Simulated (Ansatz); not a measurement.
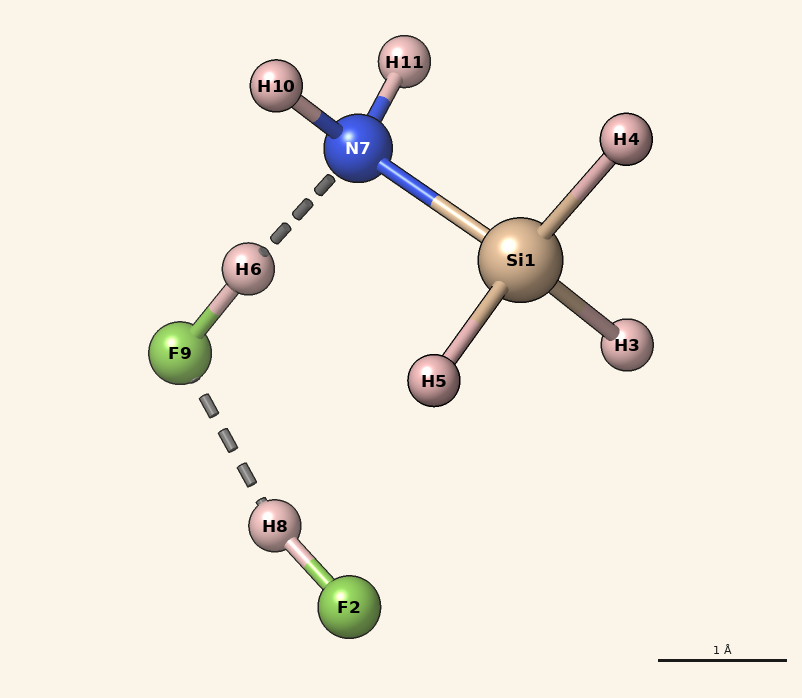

Broken lines mark hydrogen bonds. The computed structure is the end point of a PBE0-D4/def2-TZVP optimisation.

Give donor, acceptor, H···A distance and D–H···A angle of each hydrogen bond.

```
   D–H···A  D–H (Å)  H···A (Å)  angle (°)            kind
F9–H6···N7     1.00       1.52        177  intermolecular
F2–H8···F9     0.94       1.60        164  intermolecular
```
